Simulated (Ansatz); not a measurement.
# CH6Ge + HBr: a complex and its separated parts

Aim: how far the complex at one end of a reaction step lies below its separated, relaxed parts, level by level.

Method: PBE0-D4/def2-TZVP structures, single points in def2-TZVPP, no counterpoise correction; program: Ansatz 0.2.0, Gaussian basis.

Levels: SPW92, PBE-D4, BLYP-D4, r2SCAN-D4, B97M-V, PBE0-D4, B3LYP-D4, r2SCAN0-D4, BHLYP-D4, CAM-B3LYP-D4, wB97X-V, wB97M-V, B2PLYP, PBE-QIDH, RPA on PBE, Hartree-Fock, MP2, CCSD, CCSD(T).

Correlated methods freeze the cores. Filled d shells of the heavier atoms are correlated. B3LYP uses VWN-RPA correlation. B2PLYP carries no dispersion term here.

94 further runs of the same task are left out: 94 set aside as unsound or not needed. Runs told in other sessions of the task aren't counted.

### 1 Starting geometry

The complex: 10 atoms, charge 0, spin multiplicity 1.

Atoms are counted from 1 here; the program's logs count them from 0.

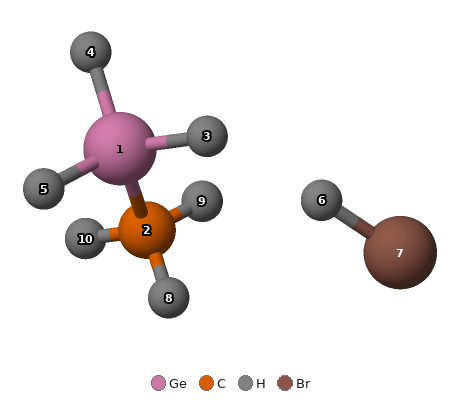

Start geometry, drawn with germanium pink, carbon orange, hydrogen grey, bromine brown; atoms are numbered from 1 in the order of the file.

As a file:

```
Ge   -0.6611    0.9546    0.2579
C     0.1830   -0.6234    1.0307
H    -0.4219    0.9895   -1.2718
H    -2.1818    0.9421    0.4838
H    -0.0716    2.2476    0.8447
H     0.6491   -0.3379   -2.1853
Br    1.4666   -1.3871   -2.7028
H     1.2576   -0.6074    0.8472
H    -0.2308   -1.5300    0.5884
H     0.0109   -0.6481    2.1073
```

Its parts: CH6Ge holds atoms 1, 2, 3, 4, 5, 8, 9, 10; HBr holds atoms 6, 7. Each part counts its atoms afresh in its own runs.

### 2 Relaxing CH6Ge alone

Input file relax-a/in.yaml:

```yaml
crystal:
  periodic: [false, false, false]
  atoms:
    - {symbol: Ge, position_ang: [-0.661138, 0.954630, 0.257890]}
    - {symbol: C, position_ang: [0.182971, -0.623381, 1.030666]}
    - {symbol: H, position_ang: [-0.421901, 0.989470, -1.271840]}
    - {symbol: H, position_ang: [-2.181816, 0.942111, 0.483846]}
    - {symbol: H, position_ang: [-0.071588, 2.247633, 0.844693]}
    - {symbol: H, position_ang: [1.257610, -0.607447, 0.847162]}
    - {symbol: H, position_ang: [-0.230769, -1.530047, 0.588361]}
    - {symbol: H, position_ang: [0.010911, -0.648088, 2.107302]}
basis:
  gaussian: {orbitals: def2-TZVP}
hamiltonian: {xc: pbe0, dispersion: d4}
relax: {f_tol: 0.005, max_steps: 200}
```

Launch:

```bash
> ansatz run in.yaml --threads 8 --pin off --events-out ev --progress --plain --max-ram 19148MiB
```

The log of the run (excerpt; [...] marks lines left out):

```text
Functional definition: PBE0
  name "PBE0"
  cite "Adamo & Barone, J. Chem. Phys. 110, 6158 (1999) doi:10.1063/1.478522"
  cite "Perdew, Burke & Ernzerhof, Phys. Rev. Lett. 77, 3865 (1996) doi:10.1103/PhysRevLett.77.3865"
  parent pbe
[...]
845 factors; their error is unknown
[...]
mean field -57644.79736616 eV, -2118.4072301595 hartree, gradient 4.2e-5 eV, S^2 0.000000; 0 other end points of the search recorded, 0 dependent functions left out
[...]
reference -57644.79739434 eV, -2118.4072311948 hartree; 22, 22 occupied and 93, 93 virtual orbitals, 845 factors
[...]
Atom 0 at    -0.659042     0.955687     0.240893 Å, force    -0.000202     0.000339    -0.000053 eV/Å
Atom 1 at     0.181450    -0.620757     1.029284 Å, force     0.000284    -0.000474     0.000029 eV/Å
Atom 2 at    -0.418879     0.988898    -1.279175 Å, force     0.000123    -0.000028    -0.000390 eV/Å
Atom 3 at    -2.177059     0.938935     0.495356 Å, force    -0.000321    -0.000048     0.000037 eV/Å
Atom 4 at    -0.074769     2.240121     0.855926 Å, force     0.000114     0.000237     0.000189 eV/Å
Atom 5 at     1.256812    -0.606218     0.848431 Å, force     0.000598     0.000172    -0.000212 eV/Å
Atom 6 at    -0.233467    -1.529300     0.591427 Å, force    -0.000423    -0.000395    -0.000293 eV/Å
Atom 7 at     0.009235    -0.642485     2.105939 Å, force    -0.000173     0.000196     0.000693 eV/Å
Dipole moment:     0.064993    -0.121901     0.060959 e Å
```

Wall time 2.9 s (8 threads of Arm Neoverse V1, shared host).

Step by step:

| step | energy from step 1 (eV) | largest force component (eV/Å) |
| --- | --- | --- |
| 1 | 0.0000 | 0.3363 |
| 2 | -0.0027 | 0.0474 |
| 3 | -0.0031 | 0.0141 |
| 4 | -0.0031 | 0.0007 |

Distances of close pairs at the start and the end, largest changes first:

| bond | before (Å) | after (Å) | change (Å) |
| --- | --- | --- | --- |
| Ge1–H3 | 1.549 | 1.539 | -0.009 |
| Ge1–C2 | 1.949 | 1.953 | +0.003 |
| Ge1–H4 | 1.537 | 1.539 | +0.002 |
| Ge1–H5 | 1.537 | 1.539 | +0.002 |
| C2–H6 | 1.090 | 1.091 | +0.000 |
| C2–H7 | 1.090 | 1.091 | +0.000 |
| C2–H8 | 1.091 | 1.091 | -0.000 |

### 3 Relaxing HBr alone

Input file relax-b/in.yaml:

```yaml
crystal:
  periodic: [false, false, false]
  atoms:
    - {symbol: H, position_ang: [0.649119, -0.337909, -2.185261]}
    - {symbol: Br, position_ang: [1.466601, -1.387072, -2.702818]}
basis:
  gaussian: {orbitals: def2-TZVP}
hamiltonian: {xc: pbe0, dispersion: d4}
relax: {f_tol: 0.005, max_steps: 200}
```

Launch:

```bash
> ansatz run in.yaml --threads 8 --pin off --events-out ev --progress --plain --max-ram 19148MiB
```

The log of the run (excerpt; [...] marks lines left out):

```text
[... 5 set-up lines as earlier in the session ...]
[...]
457 factors; their error is unknown
[...]
mean field -70054.57221097 eV, -2574.4580440585 hartree, gradient 2.2e-5 eV, S^2 0.000000; 0 other end points of the search recorded, 0 dependent functions left out
[...]
reference -70054.57279944 eV, -2574.4580656844 hartree; 18, 18 occupied and 36, 36 virtual orbitals, 457 factors
Total energy: -70054.57831875 eV, -2574.4582685156 hartree
Atom 0 at     0.651024    -0.340355    -2.186467 Å, force    -0.000098     0.000126     0.000062 eV/Å
Atom 1 at     1.464696    -1.384626    -2.701612 Å, force     0.000098    -0.000126    -0.000062 eV/Å
Dipole moment:    -0.113606     0.145803     0.071925 e Å
```

It took 0.75 s on 8 threads of Arm Neoverse V1, shared host.

Step by step:

| step | energy from step 1 (eV) | largest force component (eV/Å) |
| --- | --- | --- |
| 1 | 0.0000 | 0.1252 |
| 2 | -0.0006 | 0.0221 |
| 3 | -0.0006 | 0.0001 |

The bond:

| bond | before (Å) | after (Å) | change (Å) |
| --- | --- | --- | --- |
| H1–Br2 | 1.427 | 1.421 | -0.007 |

### 4 SPW92/def2-TZVPP

Input file parta/in.yaml:

```yaml
crystal:
  periodic: [false, false, false]
  atoms:
    - {symbol: Ge, position_ang: [-0.659042, 0.955687, 0.240893]}
    - {symbol: C, position_ang: [0.181450, -0.620757, 1.029284]}
    - {symbol: H, position_ang: [-0.418879, 0.988898, -1.279175]}
    - {symbol: H, position_ang: [-2.177059, 0.938935, 0.495356]}
    - {symbol: H, position_ang: [-0.074769, 2.240121, 0.855926]}
    - {symbol: H, position_ang: [1.256812, -0.606218, 0.848431]}
    - {symbol: H, position_ang: [-0.233467, -1.529300, 0.591427]}
    - {symbol: H, position_ang: [0.009235, -0.642485, 2.105939]}
basis:
  gaussian: {orbitals: def2-TZVPP}
hamiltonian: {xc: lda}
```

Input file partb/in.yaml:

```yaml
crystal:
  periodic: [false, false, false]
  atoms:
    - {symbol: H, position_ang: [0.651024, -0.340355, -2.186467]}
    - {symbol: Br, position_ang: [1.464696, -1.384626, -2.701612]}
basis:
  gaussian: {orbitals: def2-TZVPP}
hamiltonian: {xc: lda}
```

One command serves all of them, each in its own folder.

Launch:

```bash
> ansatz run in.yaml --threads 8 --pin off --events-out ev --progress --plain --max-ram 19148MiB
```

Log of parta (excerpt; [...] marks lines left out):

```text
Functional definition: SPW92
  name "SPW92"
  cite "Dirac, Proc. Camb. Phil. Soc. 26, 376 (1930) doi:10.1017/S0305004100016108"
  cite "Slater, Phys. Rev. 81, 385 (1951) doi:10.1103/PhysRev.81.385"
  cite "Perdew & Wang, Phys. Rev. B 45, 13244 (1992) doi:10.1103/PhysRevB.45.13244"
[...]
892 factors; their error is unknown
[...]
mean field -57555.87497957 eV, -2115.1393927261 hartree, gradient 2.4e-5 eV, S^2 0.000000; 0 other end points of the search recorded, 0 dependent functions left out
reference -57555.87501489 eV, -2115.1393940241 hartree; 22, 22 occupied and 141, 141 virtual orbitals, 892 factors
Total energy: -57555.87501489 eV, -2115.1393940241 hartree
```

Log of partb (excerpt; [...] marks lines left out):

```text
[... 5 set-up lines as earlier in the session ...]
[...]
435 factors; their error is unknown
[...]
mean field -69965.45702777 eV, -2571.1831214803 hartree, gradient 6.0e-6 eV, S^2 0.000000; 0 other end points of the search recorded, 0 dependent functions left out
reference -69965.45704881 eV, -2571.1831222538 hartree; 18, 18 occupied and 44, 44 virtual orbitals, 435 factors
Total energy: -69965.45704881 eV, -2571.1831222538 hartree
```

Times: 0.4 s (parta), 0.15 s (partb) on 8 threads of Arm Neoverse V1, shared host.

### 5 PBE-D4/def2-TZVPP

The same edit goes into each in.yaml of step 4 (parta, partb):

```diff
-hamiltonian: {xc: lda}
+hamiltonian: {xc: pbe, dispersion: d4}
```

One command serves all of them, each in its own folder.

Launch:

```bash
> ansatz run in.yaml --threads 8 --pin off --events-out ev --progress --plain --max-ram 19148MiB
```

Output in parta (excerpt; [...] marks lines left out):

```text
Functional definition: PBE
  name "PBE"
[... 2 set-up lines as earlier in the session ...]
[...]
892 factors; their error is unknown
[...]
mean field -57642.97365660 eV, -2118.3402100690 hartree, gradient 2.7e-5 eV, S^2 0.000000; 0 other end points of the search recorded, 0 dependent functions left out
reference -57642.97369467 eV, -2118.3402114681 hartree; 22, 22 occupied and 141, 141 virtual orbitals, 892 factors
Total energy: -57643.07593889 eV, -2118.3439688741 hartree
```

Output in partb (excerpt; [...] marks lines left out):

```text
[... 4 set-up lines as earlier in the session ...]
[...]
435 factors; their error is unknown
[...]
mean field -70052.13668212 eV, -2574.3685400243 hartree, gradient 1.9e-5 eV, S^2 0.000000; 0 other end points of the search recorded, 0 dependent functions left out
reference -70052.13670478 eV, -2574.3685408570 hartree; 18, 18 occupied and 44, 44 virtual orbitals, 435 factors
Total energy: -70052.14348984 eV, -2574.3687902034 hartree
```

Wall times: 0.6 s (parta), 0.2 s (partb) on 8 threads of Arm Neoverse V1, shared host.

### 6 BLYP-D4/def2-TZVPP

The same edit goes into each in.yaml of step 5 (parta, partb):

```diff
-hamiltonian: {xc: pbe, dispersion: d4}
+hamiltonian: {xc: {name: BLYP}, dispersion: d4}
```

One command serves all of them, each in its own folder.

Launch:

```bash
> ansatz run in.yaml --threads 8 --pin off --events-out ev --progress --plain --max-ram 19148MiB
```

parta printed (excerpt; [...] marks lines left out):

```text
Functional definition: BLYP
  name "BLYP"
  cite "Becke, Phys. Rev. A 38, 3098 (1988) doi:10.1103/PhysRevA.38.3098"
  cite "Lee, Yang & Parr, Phys. Rev. B 37, 785 (1988) doi:10.1103/PhysRevB.37.785"
[...]
892 factors; their error is unknown
[...]
mean field -57654.00714352 eV, -2118.7456832348 hartree, gradient 2.4e-5 eV, S^2 0.000000; 0 other end points of the search recorded, 0 dependent functions left out
reference -57654.00747476 eV, -2118.7456954075 hartree; 22, 22 occupied and 141, 141 virtual orbitals, 892 factors
Total energy: -57654.23700929 eV, -2118.7541306458 hartree
```

Log of partb (excerpt; [...] marks lines left out):

```text
[... 4 set-up lines as earlier in the session ...]
[...]
435 factors; their error is unknown
[...]
mean field -70063.39684292 eV, -2574.7823433011 hartree, gradient 8.8e-5 eV, S^2 0.000000; 0 other end points of the search recorded, 0 dependent functions left out
reference -70063.39705129 eV, -2574.7823509587 hartree; 18, 18 occupied and 44, 44 virtual orbitals, 435 factors
Total energy: -70063.41302320 eV, -2574.7829379156 hartree
```

Times: 0.6 s (parta), 0.2 s (partb) on 8 threads of Arm Neoverse V1, shared host.

### 7 r2SCAN-D4/def2-TZVPP

Each input of step 6 (parta, partb) changes in the same lines:

```diff
-hamiltonian: {xc: {name: BLYP}, dispersion: d4}
+hamiltonian: {xc: r2scan, dispersion: d4}
```

The same command starts each run, in its folder.

Launch:

```bash
> ansatz run in.yaml --threads 8 --pin off --events-out ev --progress --plain --max-ram 19148MiB
```

Output in parta (excerpt; [...] marks lines left out):

```text
Functional definition: r2SCAN
  name "r2SCAN"
  cite "Furness, Kaplan, Ning, Perdew & Sun, J. Phys. Chem. Lett. 11, 8208 (2020) doi:10.1021/acs.jpclett.0c02405"
  cite "Furness, Kaplan, Ning, Perdew & Sun, J. Phys. Chem. Lett. 11, 9248 (2020) doi:10.1021/acs.jpclett.0c03077"
  parent r2scan
[...]
892 factors; their error is unknown
[...]
mean field -57652.44511193 eV, -2118.6882796326 hartree, gradient 5.3e-5 eV, S^2 0.000000; 0 other end points of the search recorded, 0 dependent functions left out
reference -57652.44512283 eV, -2118.6882800332 hartree; 22, 22 occupied and 141, 141 virtual orbitals, 892 factors
Total energy: -57652.46899471 eV, -2118.6891573085 hartree
```

Output in partb (excerpt; [...] marks lines left out):

```text
[... 5 set-up lines as earlier in the session ...]
[...]
435 factors; their error is unknown
[...]
mean field -70062.28305427 eV, -2574.7414123231 hartree, gradient 2.3e-5 eV, S^2 0.000000; 0 other end points of the search recorded, 0 dependent functions left out
reference -70062.28306037 eV, -2574.7414125475 hartree; 18, 18 occupied and 44, 44 virtual orbitals, 435 factors
Total energy: -70062.28451947 eV, -2574.7414661682 hartree
```

Times: 1.3 s (parta), 0.5 s (partb) on 8 threads of Arm Neoverse V1, shared host.

### 8 B97M-V/def2-TZVPP

The same edit goes into each in.yaml of step 7 (parta, partb):

```diff
-hamiltonian: {xc: r2scan, dispersion: d4}
+hamiltonian: {xc: {name: B97M-V}}
```

Each run has its own folder and the same command.

Launch:

```bash
> ansatz run in.yaml --threads 8 --pin off --events-out ev --progress --plain --max-ram 19148MiB
```

Log of parta (excerpt; [...] marks lines left out):

```text
Functional definition: B97M-V
  name "B97M-V"
  cite "Mardirossian & Head-Gordon, J. Chem. Phys. 142, 074111 (2015) doi:10.1063/1.4907719"
  cite "Becke, J. Chem. Phys. 107, 8554 (1997) doi:10.1063/1.475007"
  cite "Vydrov & Van Voorhis, J. Chem. Phys. 133, 244103 (2010) doi:10.1063/1.3521275"
  # Of w^i u^j: cxij and so on, Table III.
[...]
  gx(w, u) = cx00 + cx01*u + cx02*u^2 + (cx10 + cx11*u)*w
[...]
  gos(w, u) = cos00 + cos01*u + cos03*u^3 + cos10*w + cos32*w^3*u^2
[...]
      + integral(e_c_pw_mod_opposite_spin*gos(b97_w_opposite, b97_u_opposite)) + vv10(b, c)
892 factors; their error is unknown
[...]
mean field -57643.03264689 eV, -2118.3423779223 hartree, gradient 6.7e-5 eV, S^2 0.000000; 0 other end points of the search recorded, 0 dependent functions left out
reference -57643.03270087 eV, -2118.3423799061 hartree; 22, 22 occupied and 141, 141 virtual orbitals, 892 factors
Total energy: -57643.03270087 eV, -2118.3423799061 hartree
```

partb printed (excerpt; [...] marks lines left out):

```text
[... 5 set-up lines as earlier in the session ...]
  # Of w^i u^j: cxij and so on, Table III.
[...]
  gx(w, u) = cx00 + cx01*u + cx02*u^2 + (cx10 + cx11*u)*w
[...]
  gos(w, u) = cos00 + cos01*u + cos03*u^3 + cos10*w + cos32*w^3*u^2
[...]
      + integral(e_c_pw_mod_opposite_spin*gos(b97_w_opposite, b97_u_opposite)) + vv10(b, c)
435 factors; their error is unknown
[...]
mean field -70050.13092754 eV, -2574.2948299031 hartree, gradient 1.6e-5 eV, S^2 0.000000; 0 other end points of the search recorded, 0 dependent functions left out
reference -70050.13095939 eV, -2574.2948310735 hartree; 18, 18 occupied and 44, 44 virtual orbitals, 435 factors
Total energy: -70050.13095939 eV, -2574.2948310735 hartree
```

Times: 2.4 s (parta), 0.5 s (partb) on 8 threads of Arm Neoverse V1, shared host.

### 9 PBE0-D4/def2-TZVPP

Each input of step 8 (parta, partb) changes in the same lines:

```diff
-hamiltonian: {xc: {name: B97M-V}}
+hamiltonian: {xc: pbe0, dispersion: d4}
+output: {orbitals: {seedname: orbitals}}
```

Each run has its own folder and the same command.

Launch:

```bash
> ansatz run in.yaml --threads 8 --pin off --events-out ev --progress --plain --max-ram 19148MiB
```

Log of parta (excerpt; [...] marks lines left out):

```text
[... 5 set-up lines as earlier in the session ...]
[...]
935 factors; their error is unknown
[...]
mean field -57644.84776172 eV, -2118.4090821621 hartree, gradient 2.8e-5 eV, S^2 0.000000; 0 other end points of the search recorded, 0 dependent functions left out
reference -57644.84779026 eV, -2118.4090832110 hartree; 22, 22 occupied and 141, 141 virtual orbitals, 935 factors
Total energy: -57644.93276237 eV, -2118.4122058784 hartree
```

Log of partb (excerpt; [...] marks lines left out):

```text
[... 5 set-up lines as earlier in the session ...]
[...]
472 factors; their error is unknown
[...]
mean field -70054.59430826 eV, -2574.4588561191 hartree, gradient 7.1e-6 eV, S^2 0.000000; 0 other end points of the search recorded, 0 dependent functions left out
reference -70054.59432552 eV, -2574.4588567533 hartree; 18, 18 occupied and 44, 44 virtual orbitals, 472 factors
Total energy: -70054.59984484 eV, -2574.4590595845 hartree
```

They took 0.75 s (parta), 0.2 s (partb) on 8 threads of Arm Neoverse V1, shared host.

### 10 B3LYP-D4/def2-TZVPP

Each input of step 9 (parta, partb) changes in the same lines:

```diff
-hamiltonian: {xc: pbe0, dispersion: d4}
-output: {orbitals: {seedname: orbitals}}
+hamiltonian: {xc: {name: B3LYP}, dispersion: d4}
```

Each run has its own folder and the same command.

Launch:

```bash
> ansatz run in.yaml --threads 8 --pin off --events-out ev --progress --plain --max-ram 19148MiB
```

parta printed (excerpt; [...] marks lines left out):

```text
Functional definition: B3LYP
  name "B3LYP"
  cite "Stephens, Devlin, Chabalowski & Frisch, J. Phys. Chem. 98, 11623 (1994) doi:10.1021/j100096a001"
[... 2 set-up lines as earlier in the session ...]
  cite "Vosko, Wilk & Nusair, Can. J. Phys. 58, 1200 (1980) doi:10.1139/p80-159"
[...]
923 factors; their error is unknown
[...]
mean field -57655.02069969 eV, -2118.7829307370 hartree, gradient 2.2e-5 eV, S^2 0.000000; 0 other end points of the search recorded, 0 dependent functions left out
reference -57655.02094672 eV, -2118.7829398153 hartree; 22, 22 occupied and 141, 141 virtual orbitals, 923 factors
Total energy: -57655.18636880 eV, -2118.7890189643 hartree
```

Output in partb (excerpt; [...] marks lines left out):

```text
[... 6 set-up lines as earlier in the session ...]
[...]
472 factors; their error is unknown
[...]
mean field -70063.59659706 eV, -2574.7896841304 hartree, gradient 6.2e-6 eV, S^2 0.000000; 0 other end points of the search recorded, 0 dependent functions left out
reference -70063.59675425 eV, -2574.7896899070 hartree; 18, 18 occupied and 44, 44 virtual orbitals, 472 factors
Total energy: -70063.60788766 eV, -2574.7900990525 hartree
```

They took 0.75 s (parta), 0.2 s (partb) on 8 threads of Arm Neoverse V1, shared host.

### 11 r2SCAN0-D4/def2-TZVPP

The same edit goes into each in.yaml of step 10 (parta, partb):

```diff
-hamiltonian: {xc: {name: B3LYP}, dispersion: d4}
+hamiltonian: {xc: {name: r2SCAN0}, dispersion: d4}
```

Each run has its own folder and the same command.

Launch:

```bash
> ansatz run in.yaml --threads 8 --pin off --events-out ev --progress --plain --max-ram 19148MiB
```

Log of parta (excerpt; [...] marks lines left out):

```text
Functional definition: r2SCAN0
  name "r2SCAN0"
  cite "Bursch, Neugebauer, Ehlert & Grimme, J. Chem. Phys. 156, 134105 (2022) doi:10.1063/5.0086040"
[... 3 set-up lines as earlier in the session ...]
[...]
935 factors; their error is unknown
[...]
mean field -57651.88176498 eV, -2118.6675770139 hartree, gradient 3.3e-5 eV, S^2 0.000000; 0 other end points of the search recorded, 0 dependent functions left out
reference -57651.88177365 eV, -2118.6675773325 hartree; 22, 22 occupied and 141, 141 virtual orbitals, 935 factors
Total energy: -57651.90967313 eV, -2118.6686026196 hartree
```

Log of partb (excerpt; [...] marks lines left out):

```text
[... 6 set-up lines as earlier in the session ...]
[...]
472 factors; their error is unknown
[...]
mean field -70062.25259108 eV, -2574.7402928218 hartree, gradient 7.5e-6 eV, S^2 0.000000; 0 other end points of the search recorded, 0 dependent functions left out
reference -70062.25259597 eV, -2574.7402930014 hartree; 18, 18 occupied and 44, 44 virtual orbitals, 472 factors
Total energy: -70062.25431082 eV, -2574.7403560210 hartree
```

Times: 1.4 s (parta), 0.5 s (partb) on 8 threads of Arm Neoverse V1, shared host.

### 12 BHLYP-D4/def2-TZVPP

The same edit goes into each in.yaml of step 11 (parta, partb):

```diff
-hamiltonian: {xc: {name: r2SCAN0}, dispersion: d4}
+hamiltonian: {xc: {name: BHLYP}, dispersion: d4}
```

One command serves all of them, each in its own folder.

Launch:

```bash
> ansatz run in.yaml --threads 8 --pin off --events-out ev --progress --plain --max-ram 19148MiB
```

parta printed (excerpt; [...] marks lines left out):

```text
Functional definition: BHLYP
  name "BHLYP"
  cite "Becke, J. Chem. Phys. 98, 1372 (1993) doi:10.1063/1.464304"
[... 2 set-up lines as earlier in the session ...]
[...]
1035 factors; their error is unknown
[...]
mean field -57652.16287572 eV, -2118.6779076431 hartree, gradient 7.3e-5 eV, S^2 0.000000; 0 other end points of the search recorded, 0 dependent functions left out
reference -57652.16304321 eV, -2118.6779137984 hartree; 22, 22 occupied and 141, 141 virtual orbitals, 1035 factors
Total energy: -57652.28639519 eV, -2118.6824468999 hartree
```

Output in partb (excerpt; [...] marks lines left out):

```text
[... 5 set-up lines as earlier in the session ...]
[...]
514 factors; their error is unknown
[...]
mean field -70062.48031359 eV, -2574.7486614697 hartree, gradient 8.2e-6 eV, S^2 0.000000; 0 other end points of the search recorded, 0 dependent functions left out
reference -70062.48042144 eV, -2574.7486654332 hartree; 18, 18 occupied and 44, 44 virtual orbitals, 514 factors
Total energy: -70062.48828096 eV, -2574.7489542650 hartree
```

They took 0.75 s (parta), 0.2 s (partb) on 8 threads of Arm Neoverse V1, shared host.

(Part 1 of 2 ends here.)
